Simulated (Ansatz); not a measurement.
## Electronic structure of FH4O2Si2 (SMILES O[Si](O)(F)[SiH2]) (doublet) in real space

Input file:

```
crystal:
  periodic: [false, false, false]
  atoms:
    - {symbol: O, position_ang: [-0.218294, 1.740091, -0.502814]}
    - {symbol: Si, position_ang: [0.000473, 0.119840, -0.520118]}
    - {symbol: O, position_ang: [1.568529, -0.139649, -0.855568]}
    - {symbol: F, position_ang: [-0.929604, -0.491636, -1.668590]}
    - {symbol: Si, position_ang: [-0.627891, -0.923519, 1.452519]}
    - {symbol: H, position_ang: [-1.115964, 2.075995, -0.512982]}
    - {symbol: H, position_ang: [2.011631, 0.477586, -1.442545]}
    - {symbol: H, position_ang: [-0.743465, -2.403009, 1.382145]}
    - {symbol: H, position_ang: [0.143084, -0.502000, 2.650954]}
basis:
  gaussian: {orbitals: def2-TZVPP}
magnetization: {spin_polarized: true, initial_magnetization: 1}
hamiltonian: {xc: pbe0, dispersion: d4}
output: {orbitals: {seedname: orbitals}}
```

Command:

```sh
ansatz run in.yaml --threads 2 --pin off --events-out ev --progress --plain --max-ram 20480MiB --backend cpu
```

Geometry: PBE0-D4/def2-TZVP.

Level of theory: UKS PBE0-D4/def2-TZVPP in Ansatz 0.2.0.

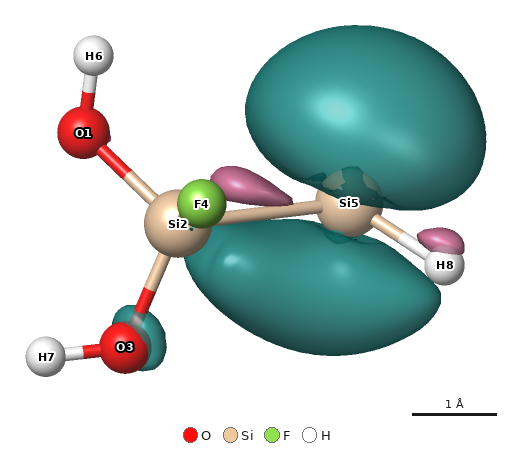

Figure 1. Isosurfaces of the spin density (α minus β) at +0.015 (teal) and −0.015 e/Å³ (pink), seen at a tilt.

**Which atoms carry the spin?**

The unpaired spin (1 electron) lies mostly on Si5 (about 0.8) and Si2 (about 0.1), in electrons by Hirshfeld's partition.

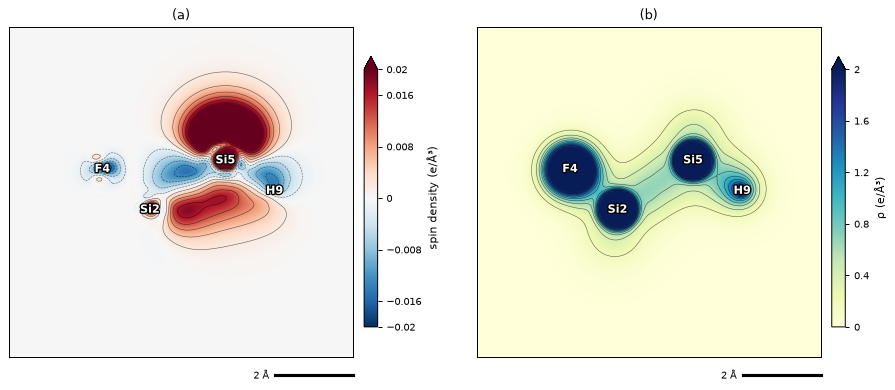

Figure 2. (a) spin density (α minus β); (b) electron density on the plane of atoms Si2, Si5 and H9.

**Describe what can be read from this map.**

Atoms in the plane: Si, F and H. Si–F (1.60 Å): the density is about 1.2 e/Å³ at the midpoint. Si–Si (2.32 Å): ρ at the midpoint is about 0.67 e/Å³. Si–H (1.49 Å): the density is about 0.8 e/Å³ at the midpoint.

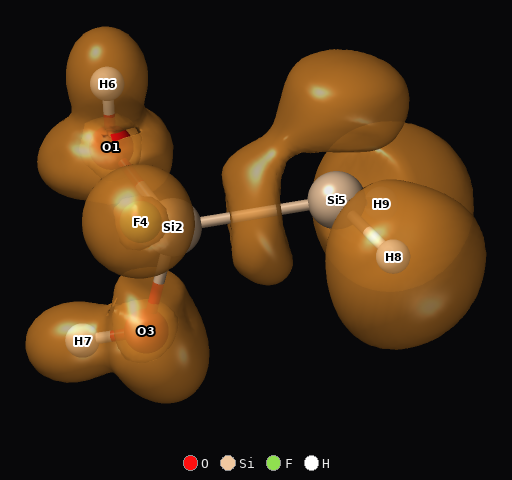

Figure 3. Isosurface of the ELF at 0.75 (orange), seen across its widest extent. Only the valence region is drawn (cores and ρ < 0.01 e/Å³ removed).

**Where are the electrons localised?**

The ELF exceeds this value in two regions around hydrogen nuclei, one region on Si in which the atom's valence shell and bonds are merged, one region wrapped around F (its lone pairs, merged into a ring or cap) and two joined regions spread over several atoms (H, O), in which their bonds and any lone pairs are merged. Along the contacts the grid gives the following. Si–F (1.60 Å): the ELF peaks at about 0.85 in the valence shell of F, 0.6 Å from its nucleus, and is about 0.55 at the midpoint. Si–O (1.62 Å): the ELF peaks at about 0.90 between the atoms; a short, strongly polar bond.

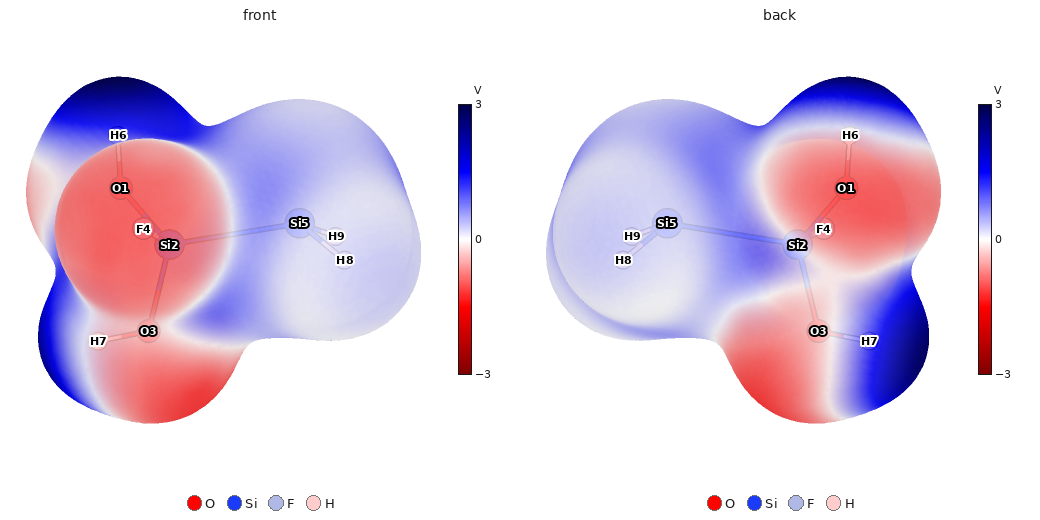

Figure 4. The molecular electrostatic potential painted on the density surface at 0.002 e/bohr³, seen from the front and from behind; red is negative and blue positive.

**Describe the electrostatic potential map.**

The most negative region (about −1.2 V) lies over O3, the most positive (about +2.9 V) over H6. O3 is the likeliest acceptor of a hydrogen bond.
